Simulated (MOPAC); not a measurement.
## Molecular dynamics of CHF5OSi

CHF5OSi, SMILES F[SiH](F)OC(F)(F)F, computed with AM1, closed shell, COSMO solvent (MOPAC 23.2.5).

The geometry: force field.

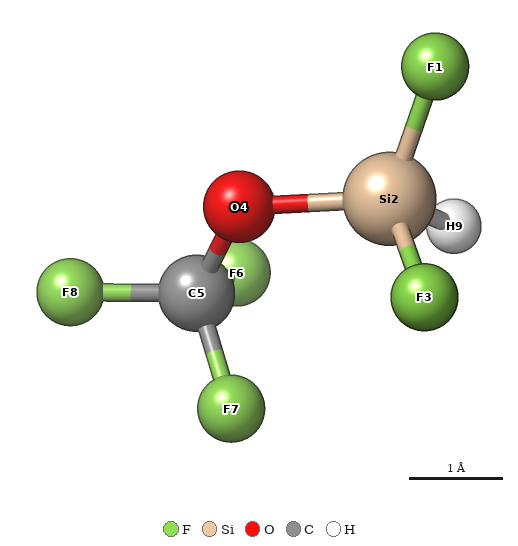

The input geometry (ball-and-stick view, seen at a tilt; atoms are numbered from 1 in the order of the input). Bond lengths as drawn: C–F 1.35 to 1.36 Å, C–O 1.33 Å, F–Si 1.58 to 1.60 Å, H–Si 1.51 Å and O–Si 1.64 Å.

**Input (run.py)**
```python
from ase.calculators.mopac import MOPAC
import numpy as np
from ase import units
from ase.md.velocitydistribution import MaxwellBoltzmannDistribution, Stationary, ZeroRotation
from ase.md.verlet import VelocityVerlet
from ase.io import read

atoms = read("mol.xyz")
calc = MOPAC(label="job", method="AM1", task="1SCF GRADIENTS RSOLV=2.0 NSPA=92 NOMM EPS=200 THREADS=1 AUX(PRECISION=6)", charge=0, relscf=1)
atoms.calc = calc
MaxwellBoltzmannDistribution(atoms, temperature_K=300, rng=np.random.default_rng(581))
Stationary(atoms)
ZeroRotation(atoms)
dyn = VelocityVerlet(atoms, timestep=1.0 * units.fs, trajectory="opt.traj", logfile="-")
dyn.run(39)
e = atoms.get_potential_energy()
print("energy / eV: %.6f" % e)
print("forces (eV/A):")
for sym, f in zip(atoms.get_chemical_symbols(), atoms.get_forces()):
    print(f"{sym:2s} {f[0]:10.5f} {f[1]:10.5f} {f[2]:10.5f}")
homo, lumo = calc.get_homo_lumo_levels()
print(f"HOMO {homo:.3f} eV, LUMO {lumo:.3f} eV, gap {lumo - homo:.3f} eV")
print("heat of formation (kcal/mol): %.4f" % (calc.get_final_heat_of_formation() / 0.0433641153))
print("final positions (A):")
for atom in atoms:
    print(f"{atom.symbol:2s} {atom.x:11.6f} {atom.y:11.6f} {atom.z:11.6f}")
```

**File mol.xyz**
```
9

F     -1.662200    -2.096700     0.332300
Si    -0.400600    -1.211600    -0.037300
F      0.134200    -1.698600    -1.464700
O     -0.738400     0.384900    -0.159700
C      0.258500     1.245700     0.005900
F      0.748100     1.179700     1.275600
F      1.272300     1.027100    -0.859800
F     -0.150500     2.531100    -0.166300
H      0.627100    -1.407800     1.056900
```

Command:
```bash
export ASE_MOPAC_COMMAND="mopac PREFIX.mop > /dev/null 2>&1"
python run.py
```

**Output**
```
DeprecationWarning: Use thermalize_momenta
Time[ps]      Etot[eV]     Epot[eV]     Ekin[eV]    T[K]
0.0000         -17.5772     -17.8238       0.2467   212.0
0.0010         -17.5787     -17.8467       0.2680   230.4
0.0020         -17.5817     -17.8820       0.3002   258.1
0.0030         -17.5839     -17.9139       0.3301   283.7
0.0040         -17.5801     -17.9327       0.3525   303.0
0.0050         -17.5794     -17.9549       0.3755   322.8
0.0060         -17.5795     -17.9948       0.4154   357.0
0.0070         -17.5817     -18.0643       0.4826   414.8
0.0080         -17.5818     -18.1516       0.5698   489.8
0.0090         -17.5824     -18.2375       0.6551   563.1
0.0100         -17.5840     -18.3002       0.7162   615.6
0.0110         -17.5853     -18.3270       0.7416   637.5
0.0120         -17.5850     -18.3174       0.7324   629.5
0.0130         -17.5867     -18.2836       0.6969   599.1
0.0140         -17.5821     -18.2277       0.6455   554.9
0.0150         -17.5813     -18.1676       0.5863   504.0
0.0160         -17.5783     -18.1017       0.5234   449.9
0.0170         -17.5808     -18.0384       0.4576   393.4
0.0180         -17.5811     -17.9711       0.3900   335.2
0.0190         -17.5790     -17.9055       0.3265   280.7
0.0200         -17.5781     -17.8581       0.2800   240.7
0.0210         -17.5790     -17.8421       0.2631   226.2
0.0220         -17.5807     -17.8579       0.2772   238.3
0.0230         -17.5851     -17.8932       0.3081   264.8
0.0240         -17.5856     -17.9208       0.3352   288.1
0.0250         -17.5864     -17.9320       0.3456   297.1
0.0260         -17.5850     -17.9249       0.3399   292.2
0.0270         -17.5820     -17.9109       0.3289   282.7
0.0280         -17.5819     -17.9073       0.3254   279.7
0.0290         -17.5825     -17.9200       0.3375   290.1
0.0300         -17.5839     -17.9495       0.3656   314.3
0.0310         -17.5848     -17.9868       0.4019   345.5
0.0320         -17.5851     -18.0194       0.4342   373.3
0.0330         -17.5869     -18.0400       0.4530   389.4
0.0340         -17.5843     -18.0432       0.4589   394.5
0.0350         -17.5810     -18.0445       0.4635   398.4
0.0360         -17.5831     -18.0632       0.4801   412.7
0.0370         -17.5834     -18.0940       0.5106   438.9
0.0380         -17.5839     -18.1278       0.5439   467.5
0.0390         -17.5830     -18.1484       0.5655   486.1
energy / eV: -18.148446
forces (eV/A):
F    -1.68252   -0.48044    0.00945
Si    0.66499    1.69273    0.82384
F     0.34817   -0.40174   -1.20759
O    -0.93923   -1.18063    0.46899
C     0.92197    2.08173    1.15771
F    -0.46924    0.18116   -0.07884
F     1.33359    0.11860   -1.24507
F    -0.40866   -2.17205    0.15112
H     0.23093    0.16065   -0.07961
HOMO -12.473 eV, LUMO -0.156 eV, gap 12.317 eV
heat of formation (kcal/mol): -418.5130
final positions (A):
F    -1.804849   -2.058863    0.313437
Si   -0.362805   -1.498253    0.023666
F     0.153396   -1.579768   -1.468656
O    -0.679261    0.356661   -0.185979
C     0.226381    1.308998   -0.004081
F     0.808574    1.261659    1.244734
F     1.249113    1.110468   -0.856936
F    -0.143775    2.639201   -0.179558
H     0.515391   -1.833396    1.102023
```

**Trajectory as extended XYZ (Å, eV, eV/Å), 20 of the 40 frames kept, from step=0 to step=39**
```
9
Properties=species:S:1:pos:R:3 step=0 time_fs=0.0 energy=-17.82383
F    -1.6622   -2.0967    0.3323
Si   -0.4006   -1.2116   -0.0373
F     0.1342   -1.6986   -1.4647
O    -0.7384    0.3849   -0.1597
C     0.2585    1.2457    0.0059
F     0.7481    1.1797    1.2756
F     1.2723    1.0271   -0.8598
F    -0.1505    2.5311   -0.1663
H     0.6271   -1.4078    1.0569
9
Properties=species:S:1:pos:R:3 step=2 time_fs=2.0 energy=-17.88196
F    -1.6617   -2.0908    0.3311
Si   -0.4066   -1.2224   -0.0288
F     0.1400   -1.6911   -1.4689
O    -0.7403    0.3711   -0.1594
C     0.2603    1.2605    0.0065
F     0.7451    1.1822    1.2678
F     1.2777    1.0249   -0.8644
F    -0.1489    2.5341   -0.1600
H     0.6086   -1.3811    1.0211
9
Properties=species:S:1:pos:R:3 step=4 time_fs=4.0 energy=-17.93265
F    -1.6656   -2.0870    0.3307
Si   -0.4081   -1.2397   -0.0198
F     0.1456   -1.6835   -1.4730
O    -0.7453    0.3682   -0.1607
C     0.2642    1.2798    0.0076
F     0.7428    1.1843    1.2615
F     1.2833    1.0221   -0.8694
F    -0.1485    2.5377   -0.1543
H     0.5837   -1.3522    0.9716
9
Properties=species:S:1:pos:R:3 step=6 time_fs=6.0 energy=-17.99482
F    -1.6750   -2.0863    0.3314
Si   -0.4051   -1.2615   -0.0121
F     0.1506   -1.6756   -1.4764
O    -0.7514    0.3765   -0.1635
C     0.2686    1.2977    0.0070
F     0.7416    1.1860    1.2575
F     1.2882    1.0190   -0.8742
F    -0.1497    2.5432   -0.1497
H     0.5803   -1.3281    0.9385
9
Properties=species:S:1:pos:R:3 step=8 time_fs=8.0 energy=-18.15160
F    -1.6903   -2.0889    0.3333
Si   -0.3981   -1.2859   -0.0067
F     0.1549   -1.6675   -1.4789
O    -0.7569    0.3946   -0.1673
C     0.2729    1.3096    0.0034
F     0.7416    1.1873    1.2561
F     1.2918    1.0161   -0.8782
F    -0.1527    2.5516   -0.1462
H     0.6159   -1.3129    0.9414
9
Properties=species:S:1:pos:R:3 step=10 time_fs=10.0 energy=-18.30024
F    -1.7105   -2.0941    0.3361
Si   -0.3876   -1.3109   -0.0034
F     0.1584   -1.6592   -1.4805
O    -0.7609    0.4193   -0.1718
C     0.2765    1.3139   -0.0031
F     0.7431    1.1885    1.2571
F     1.2939    1.0137   -0.8813
F    -0.1572    2.5631   -0.1441
H     0.6781   -1.3071    0.9710
9
Properties=species:S:1:pos:R:3 step=12 time_fs=12.0 energy=-18.31737
F    -1.7338   -2.1008    0.3396
Si   -0.3744   -1.3355   -0.0009
F     0.1613   -1.6511   -1.4815
O    -0.7632    0.4467   -0.1769
C     0.2791    1.3120   -0.0114
F     0.7457    1.1896    1.2600
F     1.2947    1.0121   -0.8834
F    -0.1626    2.5768   -0.1431
H     0.7357   -1.3109    1.0004
9
Properties=species:S:1:pos:R:3 step=14 time_fs=14.0 energy=-18.22769
F    -1.7575   -2.1075    0.3430
Si   -0.3598   -1.3591    0.0022
F     0.1638   -1.6432   -1.4826
O    -0.7641    0.4730   -0.1822
C     0.2807    1.3075   -0.0195
F     0.7493    1.1910    1.2637
F     1.2944    1.0112   -0.8848
F    -0.1682    2.5914   -0.1431
H     0.7634   -1.3244    1.0085
9
Properties=species:S:1:pos:R:3 step=16 time_fs=16.0 energy=-18.10166
F    -1.7791   -2.1129    0.3459
Si   -0.3455   -1.3814    0.0066
F     0.1661   -1.6357   -1.4840
O    -0.7647    0.4949   -0.1879
C     0.2815    1.3049   -0.0253
F     0.7536    1.1927    1.2671
F     1.2937    1.0111   -0.8859
F    -0.1730    2.6051   -0.1438
H     0.7541   -1.3470    0.9905
9
Properties=species:S:1:pos:R:3 step=18 time_fs=18.0 energy=-17.97114
F    -1.7965   -2.1161    0.3477
Si   -0.3338   -1.4026    0.0122
F     0.1683   -1.6286   -1.4862
O    -0.7659    0.5101   -0.1938
C     0.2820    1.3079   -0.0270
F     0.7581    1.1949    1.2692
F     1.2928    1.0119   -0.8869
F    -0.1762    2.6164   -0.1452
H     0.7199   -1.3775    0.9588
9
Properties=species:S:1:pos:R:3 step=21 time_fs=21.0 energy=-17.84211
F    -1.8121   -2.1155    0.3477
Si   -0.3250   -1.4322    0.0212
F     0.1709   -1.6187   -1.4907
O    -0.7690    0.5184   -0.2028
C     0.2821    1.3250   -0.0209
F     0.7651    1.1993    1.2691
F     1.2915    1.0149   -0.8882
F    -0.1772    2.6277   -0.1480
H     0.6813   -1.4342    0.9420
9
Properties=species:S:1:pos:R:3 step=23 time_fs=23.0 energy=-17.89316
F    -1.8148   -2.1114    0.3459
Si   -0.3263   -1.4505    0.0261
F     0.1721   -1.6127   -1.4938
O    -0.7706    0.5148   -0.2082
C     0.2808    1.3424   -0.0126
F     0.7697    1.2031    1.2669
F     1.2902    1.0184   -0.8886
F    -0.1754    2.6316   -0.1503
H     0.6910   -1.4776    0.9765
9
Properties=species:S:1:pos:R:3 step=25 time_fs=25.0 energy=-17.93203
F    -1.8121   -2.1049    0.3427
Si   -0.3324   -1.4672    0.0300
F     0.1726   -1.6070   -1.4962
O    -0.7701    0.5054   -0.2124
C     0.2777    1.3599   -0.0034
F     0.7743    1.2077    1.2635
F     1.2881    1.0235   -0.8880
F    -0.1720    2.6336   -0.1529
H     0.7153   -1.5247    1.0332
9
Properties=species:S:1:pos:R:3 step=27 time_fs=27.0 energy=-17.91092
F    -1.8052   -2.0964    0.3385
Si   -0.3412   -1.4819    0.0333
F     0.1724   -1.6016   -1.4973
O    -0.7662    0.4917   -0.2150
C     0.2726    1.3730    0.0045
F     0.7791    1.2131    1.2595
F     1.2848    1.0306   -0.8861
F    -0.1676    2.6349   -0.1559
H     0.7260   -1.5734    1.0828
9
Properties=species:S:1:pos:R:3 step=29 time_fs=29.0 energy=-17.92000
F    -1.7965   -2.0871    0.3336
Si   -0.3505   -1.4940    0.0361
F     0.1712   -1.5967   -1.4966
O    -0.7582    0.4750   -0.2155
C     0.2656    1.3781    0.0093
F     0.7841    1.2193    1.2556
F     1.2799    1.0397   -0.8825
F    -0.1628    2.6366   -0.1592
H     0.7044   -1.6208    1.1043
9
Properties=species:S:1:pos:R:3 step=31 time_fs=31.0 energy=-17.98678
F    -1.7885   -2.0781    0.3287
Si   -0.3582   -1.5028    0.0379
F     0.1691   -1.5923   -1.4937
O    -0.7461    0.4560   -0.2137
C     0.2573    1.3737    0.0101
F     0.7893    1.2264    1.2524
F     1.2736    1.0509   -0.8775
F    -0.1582    2.6390   -0.1630
H     0.6496   -1.6647    1.0935
9
Properties=species:S:1:pos:R:3 step=33 time_fs=33.0 energy=-18.03995
F    -1.7841   -2.0703    0.3240
Si   -0.3632   -1.5078    0.0380
F     0.1660   -1.5883   -1.4888
O    -0.7306    0.4351   -0.2096
C     0.2483    1.3607    0.0074
F     0.7946    1.2342    1.2498
F     1.2664    1.0640   -0.8715
F    -0.1539    2.6418   -0.1671
H     0.5790   -1.7049    1.0647
9
Properties=species:S:1:pos:R:3 step=35 time_fs=35.0 energy=-18.04447
F    -1.7851   -2.0645    0.3199
Si   -0.3652   -1.5087    0.0355
F     0.1621   -1.5848   -1.4822
O    -0.7132    0.4119   -0.2034
C     0.2395    1.3425    0.0027
F     0.7998    1.2427    1.2479
F     1.2592    1.0786   -0.8655
F    -0.1500    2.6437   -0.1713
H     0.5222   -1.7447    1.0463
9
Properties=species:S:1:pos:R:3 step=37 time_fs=37.0 energy=-18.09402
F    -1.7923   -2.0608    0.3165
Si   -0.3649   -1.5052    0.0303
F     0.1577   -1.5820   -1.4750
O    -0.6955    0.3859   -0.1954
C     0.2318    1.3238   -0.0018
F     0.8046    1.2519    1.2463
F     1.2531    1.0942   -0.8603
F    -0.1466    2.6432   -0.1755
H     0.5023   -1.7880    1.0608
9
Properties=species:S:1:pos:R:3 step=39 time_fs=39.0 energy=-18.14845
F    -1.8048   -2.0589    0.3134
Si   -0.3628   -1.4983    0.0237
F     0.1534   -1.5798   -1.4687
O    -0.6793    0.3567   -0.1860
C     0.2264    1.3090   -0.0041
F     0.8086    1.2617    1.2447
F     1.2491    1.1105   -0.8569
F    -0.1438    2.6392   -0.1796
H     0.5154   -1.8334    1.1020
```

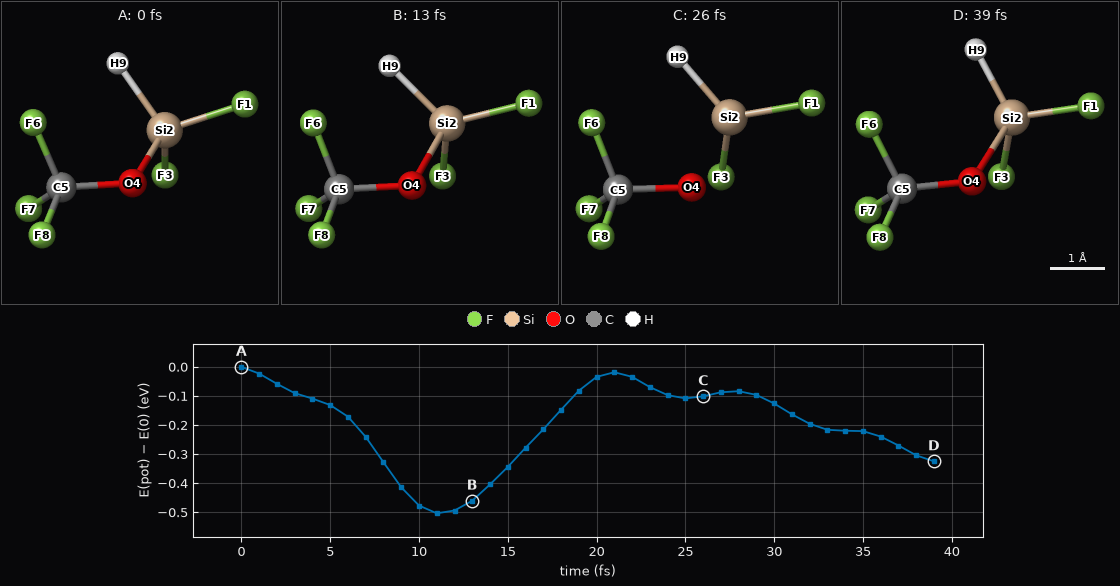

Frames of the molecular dynamics (ball-and-stick, seen at a tilt) above the curves, on which the letters mark them. The trajectory kept here has 40 frames over 39 fs. The potential energy ends 0.325 eV below its first value. After an unweighted best fit of the last frame on the first, the root-mean-square displacement is 0.19 Å, and H9 has moved furthest (0.39 Å).

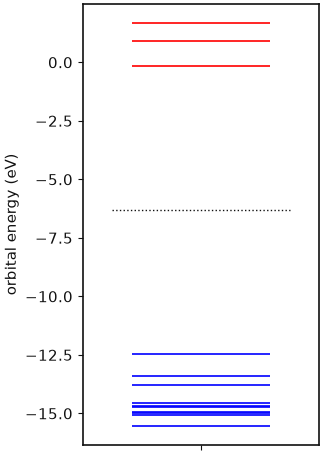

Orbital energies near the frontier; the dotted line parts filled from empty levels, and levels within 0.02 eV of each other stand side by side. Highest filled −12.47 eV, lowest empty −0.16 eV, 12.31 eV apart.

**Results in brief**

| quantity | value |
| --- | --- |
| outcome | finished |
| trajectory | 40 frames kept, 39 fs |
| potential energy (a single point apart from the frames shown) | −109.438136 hartree |
| dispersion energy (a single point apart from the frames shown) | 0.000000 hartree |
| heat of formation (a single point apart from the frames shown) | −418.51 kcal/mol |
| basis functions (a single point apart from the frames shown) | 33 |
| largest force (a single point apart from the frames shown) | 2.554 eV/Å |
| HOMO (a single point apart from the frames shown) | −12.47 eV |
| LUMO (a single point apart from the frames shown) | −0.16 eV |
| dipole moment (a single point apart from the frames shown) | 4.70 D |
| hardware | 1 thread of Arm Neoverse N1, 54 GiB of memory available, shared host |
| wall time | 2.8 s |
| peak memory | 0.082 GiB |

**Remarks**

Settings chosen away from the usual ones: ase_opt; eps; fmax; keyword; nspa; relscf_ase; rsolv. MOPAC's energies along a path are heats of formation. So short a trajectory is not equilibrated.
